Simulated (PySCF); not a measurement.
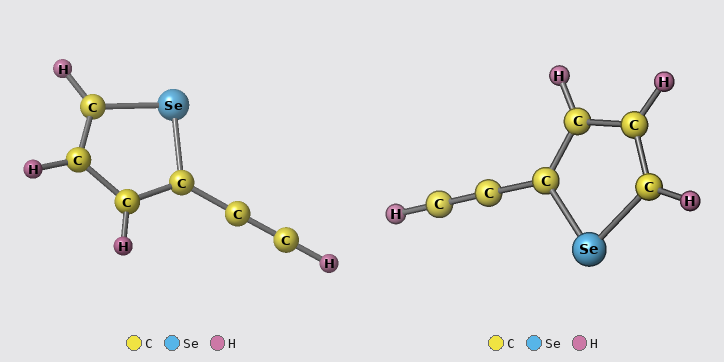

The same structure drawn twice, from different directions.

Identify the structure.

It has 11 atoms: 6 carbon, 4 hydrogen and 1 selenium (C6H4Se). As SMILES it reads `C#Cc1ccc[se]1`. Independent rings (smallest set): 1 of 5 members, 1 of them aromatic. Among its groups: alkyne. The point group is Cs. All atoms lie on one plane. Coordination: 2 C linear; 4 C trigonal planar; 1 Se bent.

The parts below concern this one geometry. Atoms keep their numbers from picture to picture. Computed geometry: PBE0-D3(BJ)/def2-SVP optimisation. No frequency run is at hand to confirm it as a minimum.

### Geometry

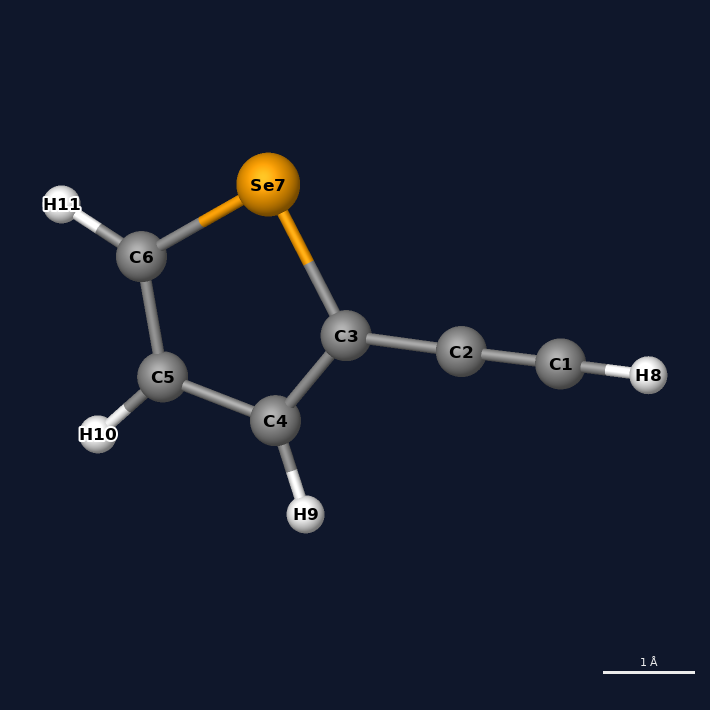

No frequency run is at hand to confirm it as a minimum.

Estimate the angles C1–C2–C3, C2–C1–H8, C2–C3–C4, C2–C3–Se7, C3–C4–C5, C3–C4–H9, C4–C3–Se7, C4–C5–C6, C4–C5–H10, C5–C4–H9, C5–C6–H11, C6–C5–H10.

```
    angle  degrees
 C1–C2–C3    179.3
 C2–C1–H8    179.7
 C2–C3–C4    128.2
C2–C3–Se7    121.2
 C3–C4–C5    115.1
 C3–C4–H9    121.4
C4–C3–Se7    110.6
 C4–C5–C6    114.8
C4–C5–H10    122.8
 C5–C4–H9    123.5
C5–C6–H11    127.2
C6–C5–H10    122.5
```

### Charges

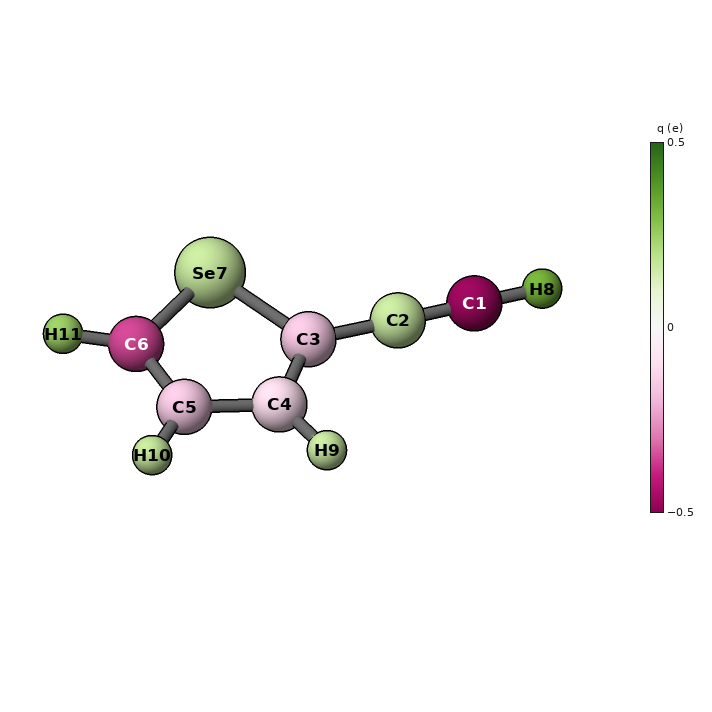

Atoms are coloured by their ESP-fitted charges. No frequency run is at hand to confirm it as a minimum. Level of theory: PBE0/pcSseg-1, gas phase (PySCF 2.14.0).

List the ESP-fitted charges.

```json
{"atom": "C1", "value (e)": "−0.47"}
{"atom": "C2", "value (e)": "0.16"}
{"atom": "C3", "value (e)": "−0.15"}
{"atom": "C4", "value (e)": "−0.10"}
{"atom": "C5", "value (e)": "−0.15"}
{"atom": "C6", "value (e)": "−0.35"}
{"atom": "Se7", "value (e)": "0.17"}
{"atom": "H8", "value (e)": "0.32"}
{"atom": "H9", "value (e)": "0.16"}
{"atom": "H10", "value (e)": "0.17"}
{"atom": "H11", "value (e)": "0.25"}
```

### Core levels

No frequency run is at hand to confirm it as a minimum. Method: delta-SCF UKS SCAN, pcX-2 on the ionised atom, pcseg-1 elsewhere, spin-free X2C (PySCF 2.14.0).

Give the core-electron binding energies (to vacuum) of C1 1s, C2 1s, C3 1s, C4 1s, C5 1s, C6 1s.

| atom | level | binding energy (eV) |
| --- | --- | --- |
| C1 | 1s | 289.9 |
| C2 | 1s | 290.7 |
| C3 | 1s | 291.2 |
| C4 | 1s | 290.3 |
| C5 | 1s | 290.4 |
| C6 | 1s | 290.5 |

### Dipole moment

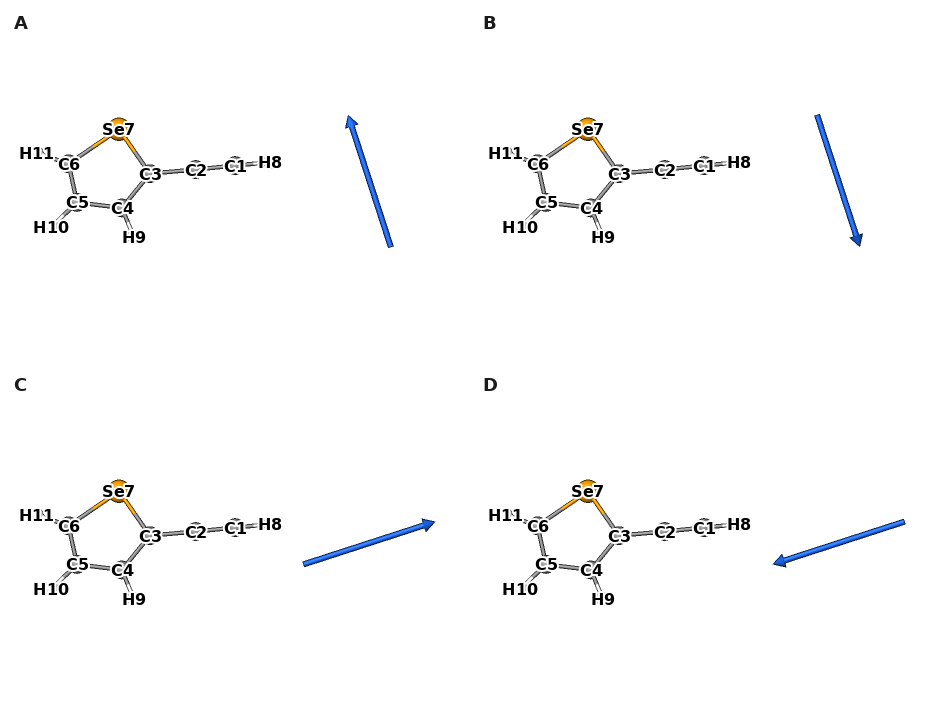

The same molecule four times, each with an arrow. No frequency run is at hand to confirm it as a minimum. Properties computed with PBE0/pcSseg-1, gas phase (PySCF 2.14.0).

Which arrow points along the dipole moment, from the negative to the positive end?

Answer. D. The dipole moment is 0.74 D; it points from the side of H8 to the side of H10 (the outermost atoms at the two ends).
